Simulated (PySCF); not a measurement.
Molecule: Ge(H)2(OH)(OMe), CH₆GeO₂, SMILES C[O][GeH2][OH], singlet. Atoms near the plane z = 1.0 Å, at the PBE0/def2-SVP optimised geometry (x, y, z in Å): Ge1 (-1.5, -0.2, 0.0), O2 (-1.9, 1.5, 0.0), O3 (0.3, -0.2, 0.0), C4 (1.0, -1.4, 0.0), H6 (-2.1, -0.9, 1.3), H7 (-1.1, 2.0, 0.0), H8 (0.8, -2.0, 0.9), H10 (2.1, -1.2, 0.0).

Level of theory: PySCF with PBE0/def2-TZVP. The values are rescaled to run from 0 to 1.

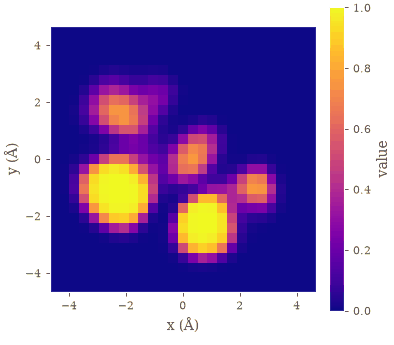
Figure: a field on the plane z = 1.0 Å.

Problem. Which quantity is mapped?
(A) an orbital amplitude
(B) electron localisation function
(C) log10 of the electron density
(D) electrostatic potential

Solution. B, electron localisation function
